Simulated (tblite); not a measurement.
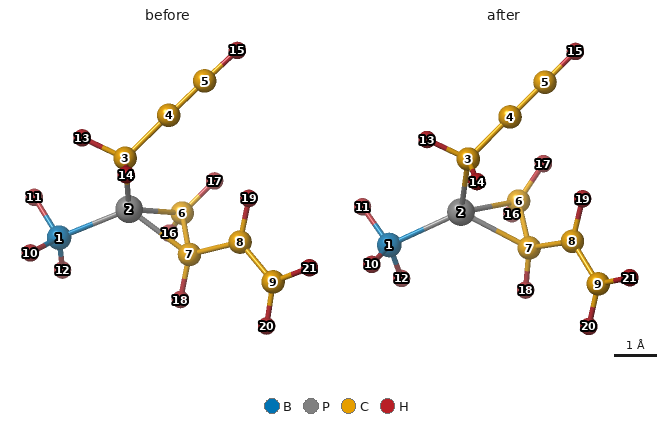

The structure of C7H12BP before (left) and after (right) a relaxation, at one scale.

The picture is a ball-and-stick view, seen at a tilt.

These are results of GFN2-xTB geometry optimisation, gas phase (tblite 0.8.0), not measurements. 

Summarise the run.

The largest move after the best rigid fit is that of H21, 0.55 Å. By element the largest moves are H 0.55 Å, C 0.31 Å, B 0.23 Å, P 0.13 Å. Some distances before and after: P2–C3 1.774 → 1.871 Å, B1–P2 1.895 → 1.948 Å, P2–C6 1.767 → 1.819 Å, C3–H13 1.141 → 1.096 Å. Among the angles between lasting bonds that change: C3–P2–C6 125.2° → 107.2°, C3–P2–C7 119.0° → 106.9°, B1–P2–C6 114.5° → 124.9°. The energy falls by 0.693 eV in 99 geometry steps.
